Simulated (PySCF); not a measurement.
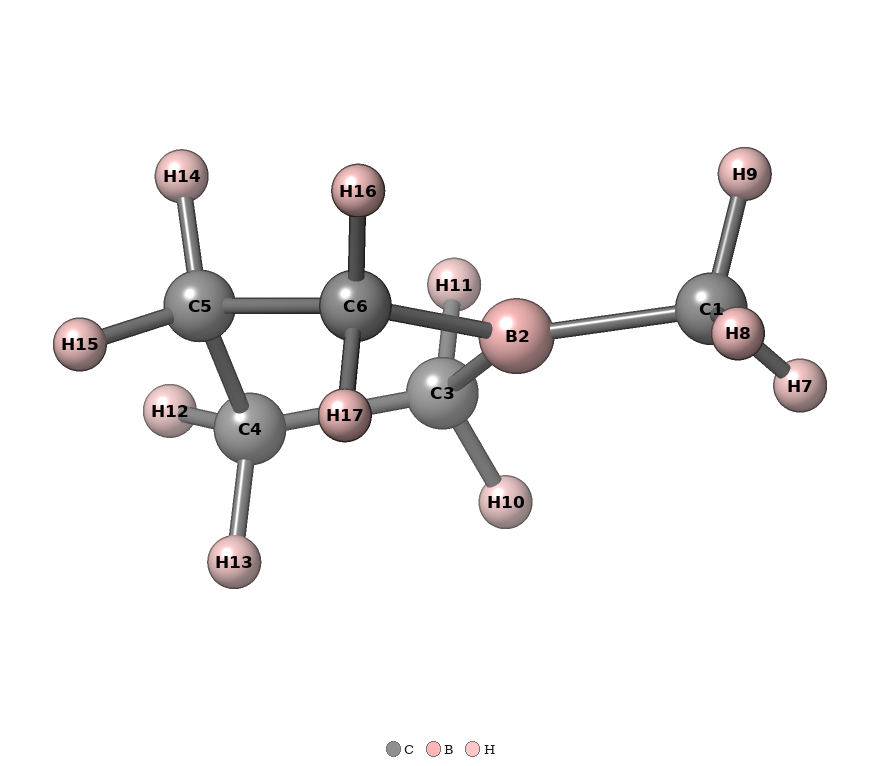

Atoms fade into the background with distance from the viewer. The geometry was computed by an optimisation with GFN2-xTB. No frequency run is at hand to confirm it as a minimum.

### What is the conformation of the ring B2–C3–C4–C5–C6?

It is a twist (half-chair). The Cremer–Pople amplitude Q is 0.37 Å.

### Give the torsion angles round the ring, beginning with the bond from its second to its third atom.

31°, −39°, 31°, −12°, −11°.
